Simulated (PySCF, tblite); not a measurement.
# CH11ClN2Si4: geometry, infrared bands and NMR shifts

Aim: predict the infrared bands and NMR shifts of CH11ClN2Si4 (`[SiH3]N1[SiH2]CN[SiH2][Si@H]1Cl`).

Programs: tblite 0.8.0 and PySCF 2.14.0, with density-fitted response routines of our own. Each step states its level of theory. These are calculated values for one molecule in the gas phase, unless marked as measured. Atoms count from 0, in the outputs and in this text.

## Step 1: Starting geometry

19 atoms, charge 0, multiplicity 1; geometry from: force field or distance geometry start.

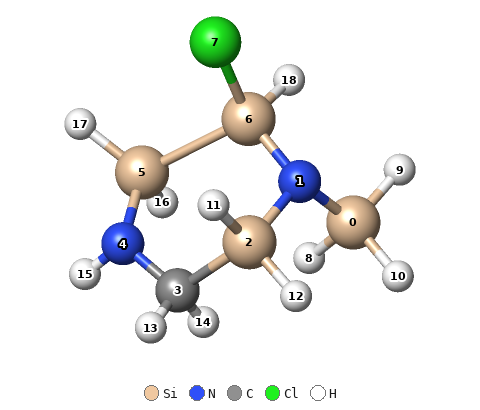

The starting geometry (silicon light orange, nitrogen blue, carbon grey, chlorine green, hydrogen white), atoms numbered.

## Step 2: Relaxing the molecule with GFN2-xTB

The job: settings as JSON, then the geometry in Å.

```
{"job": {"kind": "relax", "xc": "GFN2-xTB", "basis": "xTB"}, "charge": 0, "multiplicity": 1}
Si     2.033400    -0.579500    -1.002300
N      1.465600    -0.170200     0.532700
Si     0.255300    -1.264900     1.039900
C     -1.418000    -1.155100     0.054400
N     -2.115400     0.141500     0.138800
Si    -1.393800     1.647300    -0.308000
Si     0.920000     1.445800     0.556900
Cl     0.969600     2.209900     2.472300
H      0.933400    -0.430800    -1.988000
H      3.139200     0.314600    -1.374600
H      2.512200    -1.974800    -1.023600
H     -0.027600    -1.014900     2.472700
H      0.765200    -2.643600     0.953400
H     -2.073300    -1.924300     0.491400
H     -1.244800    -1.433500    -0.980400
H     -3.020100     0.068200    -0.321300
H     -1.353900     1.681000    -1.783500
H     -2.155300     2.757400     0.298300
H      1.798500     2.334900    -0.236700
```

Command:

```
> OMP_NUM_THREADS=1 python probes_run.py task.json out
```

This one command runs all jobs of the session in turn.

**Question.** This job is followed by: GFN2-xTB harmonic vibrations, gas phase; GIAO PBE0/pcSseg-1 NMR shielding, non-relativistic, gas phase. What will the session give for the following? strongest single infrared mode (GFN2-xTB); zero-point energy (GFN2-xTB); ¹³C shifts against TMS (PBE0/pcSseg-1); ¹H shifts against TMS (PBE0/pcSseg-1, means over atoms taken as alike); ²⁹Si shifts against TMS (PBE0/pcSseg-1); ¹⁵N shifts against NH3 (PBE0/pcSseg-1); ³⁵Cl shifts against HCl (PBE0/pcSseg-1).

As calculated:

| quantity | value |
| --- | --- |
| strongest single infrared mode (GFN2-xTB) | 2231 cm⁻¹, 693 km/mol |
| zero-point energy (GFN2-xTB) | 73.2 kcal/mol |
| ¹³C shifts against TMS (PBE0/pcSseg-1) | 35.4 ppm |
| ¹H shifts against TMS (PBE0/pcSseg-1, means over atoms taken as alike) | 5.64, 5.13, 5.10, 4.91, 4.82, 4.70, 2.91, 2.44, 0.03 ppm |
| ²⁹Si shifts against TMS (PBE0/pcSseg-1) | -15.5, -30.7, -49.3, -56.6 ppm |
| ¹⁵N shifts against NH3 (PBE0/pcSseg-1) | 21.7, 1.1 ppm |
| ³⁵Cl shifts against HCl (PBE0/pcSseg-1) | 40 ppm |

What this shows: Over 153 steps the energy fell by 0.829 eV; of the close pairs, Si5–Si6 changed most, 2.478 to 2.291 Å. The lowest mode is imaginary (48i cm⁻¹), so the xTB geometry is not a minimum. The strongest single mode, at 2231 cm⁻¹, moves mainly H8. Unscaled tight-binding wavenumbers are off by several per cent, some by more. Its intensities can rank the bands wrongly. At PBE0/pcSseg-1: The widest tensor belongs to Cl7: span 270 ppm, with a paramagnetic part of -239 ppm.
